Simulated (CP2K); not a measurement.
Consider cyclobutanone at its PBE geometry (Å).

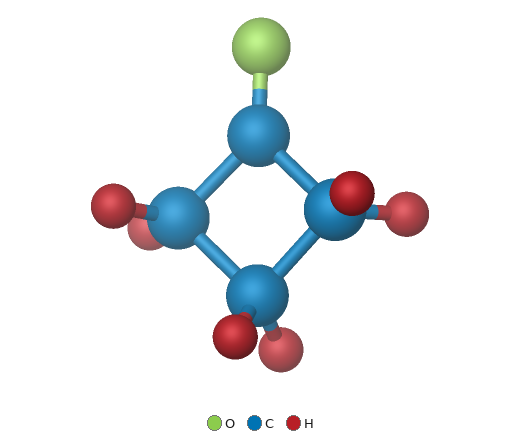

The molecule (oxygen green, carbon blue, hydrogen red).

```xyz
11

O     2.2707   -0.3623   -0.5875
C     1.1169   -0.1650   -0.2680
C     0.0924    0.9308   -0.6065
C    -0.9745    0.1125    0.1857
C     0.1066   -0.9341    0.6000
H     0.3567    1.9048   -0.1706
H    -0.0818    1.0751   -1.6814
H    -1.4392    0.6491    1.0196
H    -1.7666   -0.3024   -0.4473
H     0.3780   -0.9337    1.6652
H    -0.0592   -1.9749    0.2908
```

Method: CP2K XAS_TDP, all-electron GAPW, PBEh(45%), aug-cc-pVDZ, TDA, GW2X-corrected core level, no relativity.

Q: Predict the bright core excitations at the O K edge.

Leading lines: O1 531.57 eV. The leading line of an atom is its first one with 35 % of the strongest within 2.5 eV of its lowest line over the strength cut. Core ionisation energies at this level: O1 537.87 eV.

The first six lines of each atom with a strength over 0.0015:

```csv
atom,energy (eV),states,"strength, one atom",above the computed threshold
O1 (bonded to C),531.57,1,0.0430,
,537.01,1,0.0034,
,538.71,1,0.0017,yes
,539.07,1,0.0056,yes
,539.37,1,0.0016,yes
,540.16,1,0.0042,yes
```

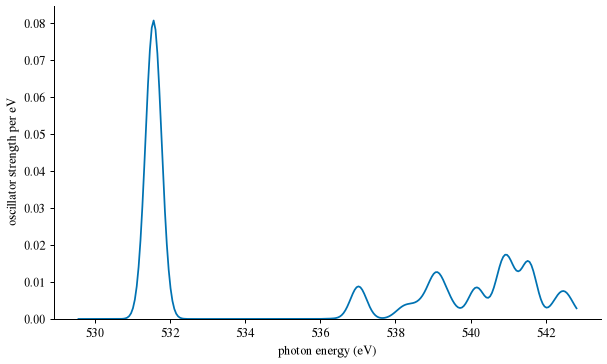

All atoms added, broadened by 0.5 eV.

Lines are vertical, at one geometry, with no vibrational structure. GW2X ionisation energies and lines can be off by 1 to 2 eV either way, and a good line position may hide errors that cancel. These values hold no scalar relativity, about 0.4 eV for O 1s. Rydberg lines, and the discretised continuum above threshold, depend on the basis and the box.

[Banner, clock and machine lines of the logs are left out without a mark of their own.]

[Logs are printed without paths, hosts, clocks, repeated set-up lines and the standing remarks that a program may print on its own settings, such as how far it seeks lower states.]

[Hosts, paths, dates, database ids (printed as entryN), source tags and the programs' standing remarks are cut or masked in the printed files.]
